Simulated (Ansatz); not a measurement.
# FH$_{3}$NOSi (SMILES [NH3+][Si](=O)F) (charge +1): what the fields show

The calculation's input:

```
crystal:
  periodic: [false, false, false]
  atoms:
    - {symbol: F, position_ang: [1.810073, -2.008958, 1.968612]}
    - {symbol: "N", position_ang: [0.037437, -1.047247, 0.267141]}
    - {symbol: O, position_ang: [2.798064, -0.436292, -0.284220]}
    - {symbol: Si, position_ang: [1.861063, -1.141138, 0.658191]}
    - {symbol: H, position_ang: [-0.100605, -0.492664, -0.592477]}
    - {symbol: H, position_ang: [-0.516111, -0.601921, 1.016787]}
    - {symbol: H, position_ang: [-0.392647, -1.973363, 0.112116]}
basis:
  gaussian:
    orbitals: def2-TZVPD
total_charge: 1
hamiltonian:
  xc: {name: PBE0}
output: {forces: true, orbitals: {seedname: orbitals}}
```

Run with:

```sh
ansatz run input.yaml --threads 1 --pin off --max-ram 2610MiB --events-out events.jsonl --progress --plain --runs-dir runs
```

Geometry: PBE0-D3(BJ)/def2-SVP.

Method: isolated molecule in a Gaussian basis; Kohn-Sham density functional theory, functional PBE0 in Ansatz 0.2.0.

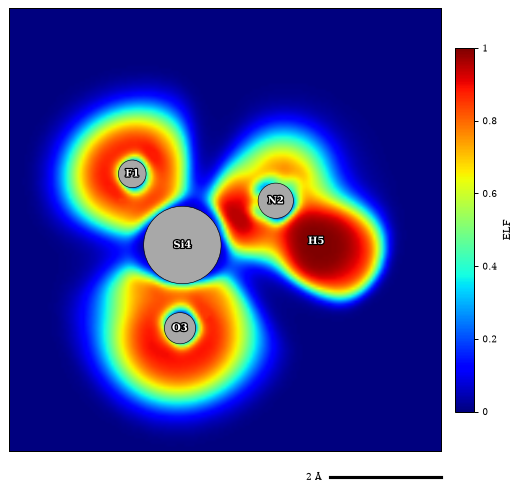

Figure 1. ELF on the plane of atoms F1, Si4 and O3. Grey discs cover the atomic cores.

**Interpret the plot.**

Atoms in the plane: F, N, O, Si and H.
Si–O (1.50 Å): the ELF peaks at about 0.80 in the valence shell of O, 0.6 Å from its nucleus, and is about 0.50 at the midpoint.
Si–F (1.57 Å): the ELF peaks at about 0.85 in the valence shell of F, 0.6 Å from its nucleus, and is about 0.55 at the midpoint.
Si–N (1.87 Å): the ELF peaks at about 0.95 between the atoms: a shared but strongly polarised pair.
N–H (1.03 Å): the ELF climbs to about 1 towards the hydrogen, as it does in any bond to H: a covalent bond by its length.
The ELF also peaks beside O3 and F1, away from the bonds: lone-pair regions.

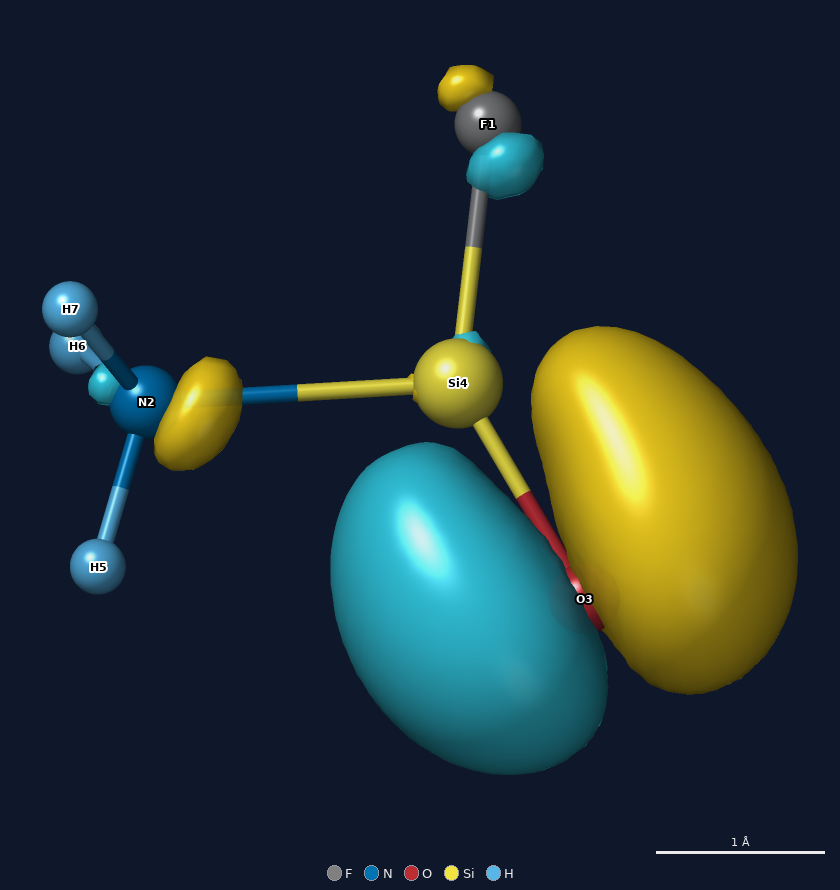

Figure 2. One frontier orbital at ±0.15 Å⁻³ᐟ² (yellow and cyan are the two phases), seen across its widest extent.

**Which orbital is it: HOMO or LUMO?**

The HOMO, at −14.68 eV. By Hirshfeld shares it lies mainly on O3 (about 80 %) and Si4 (about 20 %).

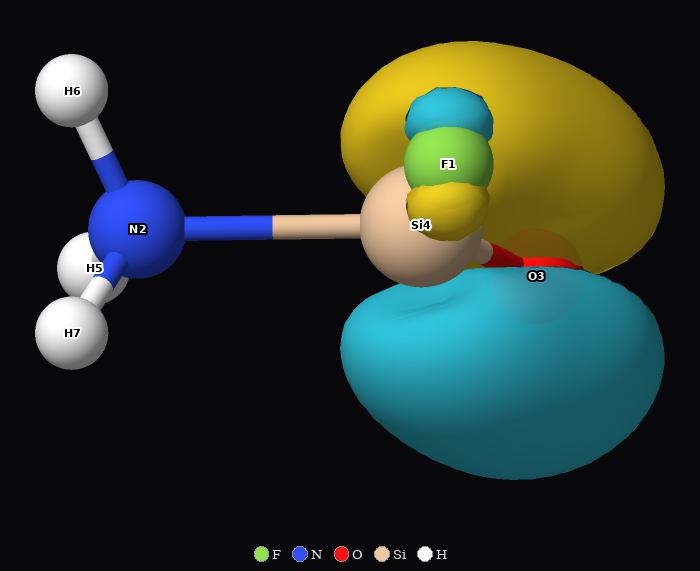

Figure 3. The HOMO−1 at ±0.15 Å⁻³ᐟ² (yellow and cyan are the two phases), seen from one side.

**What is the character of this orbital?**

By Hirshfeld shares it lies mainly on O3 (about 75 %) and Si4 (about 25 %). Its energy is −14.97 eV.
